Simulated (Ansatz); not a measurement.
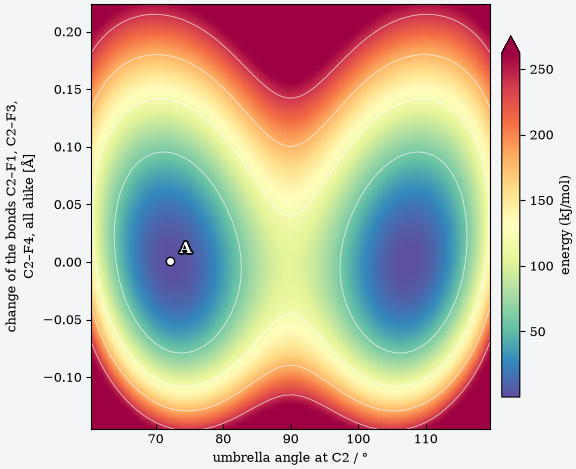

CF3, SMILES F[C](F)F, spin multiplicity 2. 
- Coordinates scanned: (1) umbrella angle at C2 (between each of its bonds and their common axis; 90 is planar); (2) change of the bonds C2–F1, C2–F3, C2–F4, all alike.
- Nothing is relaxed (all other coordinates rigid).
- Grid: 11 × 11 points; 66 points were computed and 55 follow by symmetry.
- Points are written as (first, second).
- Energies: kJ/mol, counted from the lowest grid point.
- Method: UKS wB97X-V/def2-SVP in Ansatz 0.2.0.

Drawn: a smooth colour map with a few white contour lines, one colour for all values above the top of the scale, the point A. Between grid points the surface is interpolated.

Question: What is the easiest way out of the well at A, and how high is the barrier?

Answer: The easiest path leads from the well at (72.3°, 0.003 Å) to a well of about the same depth at (107.7°, 0.003 Å). Its highest point lies about 105 kJ/mol above the bottom of the first well on the interpolated surface, at about (90°, 0.00 Å). The start is the relaxed structure and all else is held, so a fully relaxed path at this level can only be lower.

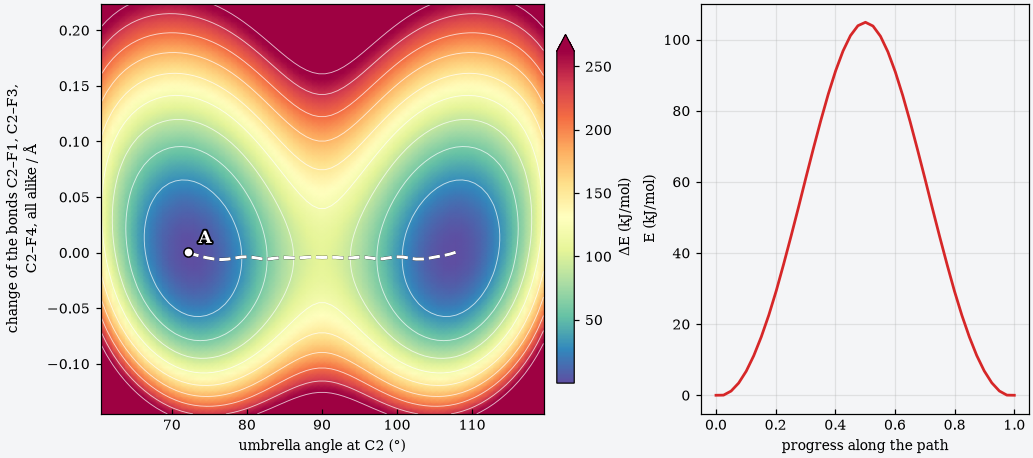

Drawn: a smooth colour map with a few white contour lines, a line along the lowest path, one colour for all values above the top of the scale, the energy along the path at the right. Between grid points the surface is interpolated.
